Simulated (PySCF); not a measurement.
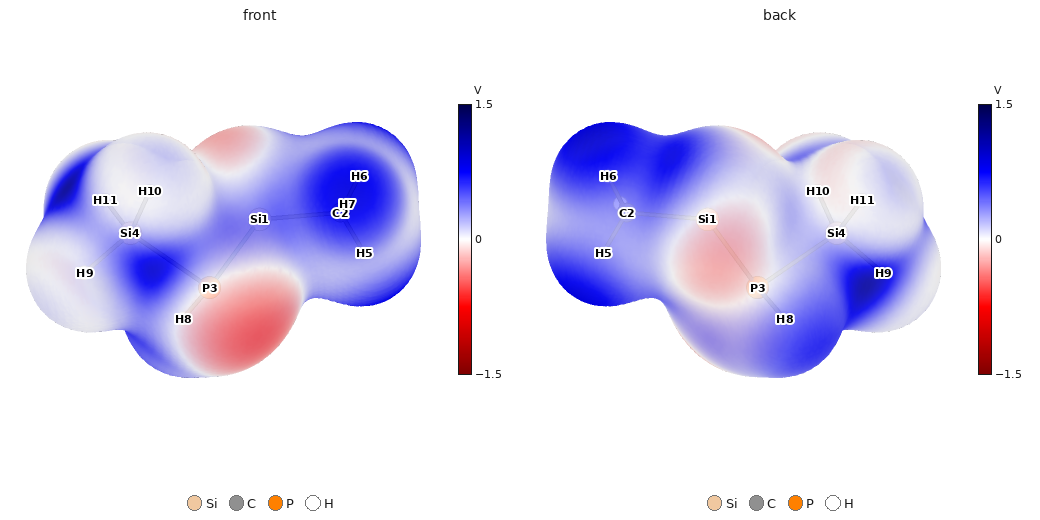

CH$_{7}$PSi$_{2}$ (SMILES C[Si]P[SiH3]) (triplet). The electrostatic potential painted on the density surface at 0.002 e/bohr³, seen from the front and from behind; red is negative and blue positive.

Geometry: PBE0-D3(BJ)/def2-SVP.

Theory: PySCF, UKS B3LYP, IGLO-III on C P Si, pcH-1 on H, non-relativistic, mean-field spin-orbit, GIAO.

```yaml
atoms:
  - { symbol: Si, position_ang: [0.9029, 0.7223, -0.2819] }
  - { symbol: C, position_ang: [2.5751, -0.1534, -0.4763] }
  - { symbol: P, position_ang: [-0.9194, -0.4448, -0.8650] }
  - { symbol: Si, position_ang: [-2.2138, 0.0302, 0.9284] }
  - { symbol: H, position_ang: [2.7787, -0.3819, -1.5341] }
  - { symbol: H, position_ang: [3.3784, 0.4978, -0.0997] }
  - { symbol: H, position_ang: [2.5886, -1.0896, 0.1038] }
  - { symbol: H, position_ang: [-1.5420, 0.4756, -1.7641] }
  - { symbol: H, position_ang: [-3.6081, -0.4367, 0.6510] }
  - { symbol: H, position_ang: [-1.6541, -0.7330, 2.0821] }
  - { symbol: H, position_ang: [-2.2536, 1.4849, 1.2664] }
```

Which sites attract a positive test charge, and which a negative one?

A positive charge is drawn to the negative regions and a negative charge to the positive ones. The most negative region (about −0.5 V) lies over P3, the most positive (about +1.0 V) over Si4.
